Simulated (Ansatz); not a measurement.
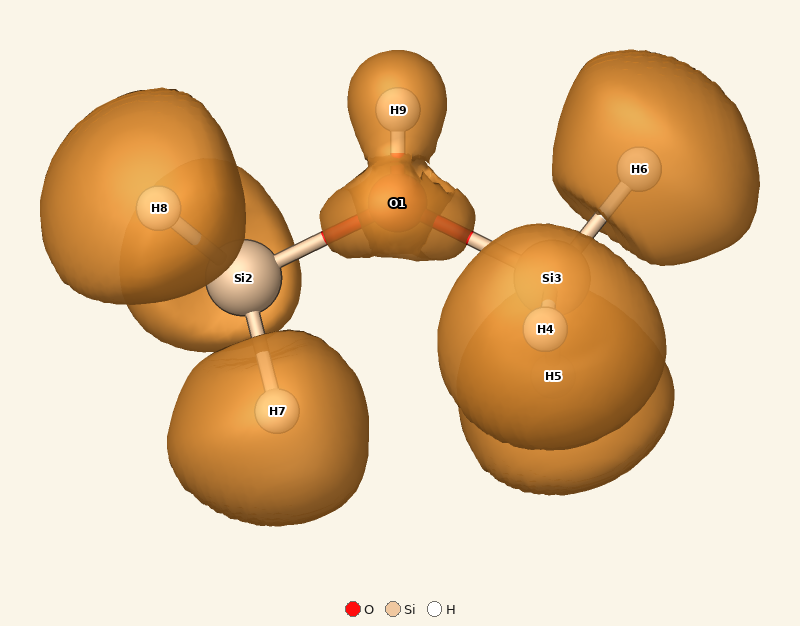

Figure 1: H6OSi2 (charge +1, doublet). Isosurface of the ELF at 0.8 (orange), seen across its widest extent. Core shells and regions of very low density are left out.

Geometry: PBE0-D3(BJ)/def2-SVP.

Computed with isolated molecule in a Gaussian basis; Kohn-Sham density functional theory, functional PBE0 in Ansatz.

The calculation's input:

```
crystal:
  periodic: [false, false, false]
  atoms:
    - symbol: O
      position_ang: [0.745126, 0.452690, -0.048245]
    - symbol: Si
      position_ang: [0.521708, 0.279137, -1.847794]
    - symbol: Si
      position_ang: [-0.373028, -0.075322, 1.289777]
    - symbol: H
      position_ang: [-1.465975, 0.919582, 1.252609]
    - symbol: H
      position_ang: [-0.755204, -1.436430, 0.857226]
    - symbol: H
      position_ang: [0.524641, 0.001673, 2.461926]
    - symbol: H
      position_ang: [-0.920253, -0.084992, -1.873576]
    - symbol: H
      position_ang: [0.880993, 1.632412, -2.353073]
    - symbol: H
      position_ang: [1.572161, 0.877140, 0.240728]
basis:
  gaussian:
    orbitals: def2-TZVPD
hamiltonian:
  xc: pbe0
total_charge: 1
magnetization:
  spin_polarized: true
  initial_magnetization: 1
output: {forces: true, orbitals: {seedname: orbitals}}
```

Run with:

```sh
ansatz run input.yaml --threads 1 --pin off --max-ram 2610MiB --events-out events.jsonl --progress --plain --runs-dir runs
```

Describe the localisation domains.

The ELF exceeds this value in five regions around hydrogen nuclei, one lobe on Si, pointing away from the bonds (non-bonding electrons) and one joined region spread over several atoms (H, O), in which their bonds and any lone pairs are merged. Profiles from the grid: Si–O (1.82 Å): the ELF peaks at about 0.90 between the atoms; a polar covalent bond. O–H (0.97 Å): the ELF climbs to about 1 towards the hydrogen, as it does in any bond to H (a covalent bond by its length).
